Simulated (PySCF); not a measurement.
Vertical excitations of a molecule C5H5Cl from TDA-PBE/def2-SVPD (PySCF), as energy in eV (oscillator strength): 4.76 (0.000), 5.04 (0.000), 5.35 (0.280), 5.62 (0.014), 5.72 (0.000), 6.14 (0.008), 6.31 (0.000), 6.54 (0.104), 6.67 (0.007), 6.75 (0.001). Lowest triplet (TDA): 3.18 eV. Geometry: B3LYP-D3(BJ)/def2-SVP. One conformer was computed; it need not be the lowest.

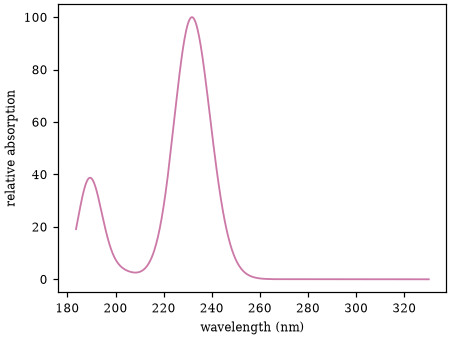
Fig. 1. The lines broadened by 0.4 eV.

Q: Pick the molecule that these values belong to.
A) C=C=C/C=C/Cl
B) ClC1=CCC=C1
C) C#C/C(Cl)=C\C
D) C=C=C(Cl)C=C

A: C, C#C/C(Cl)=C\C
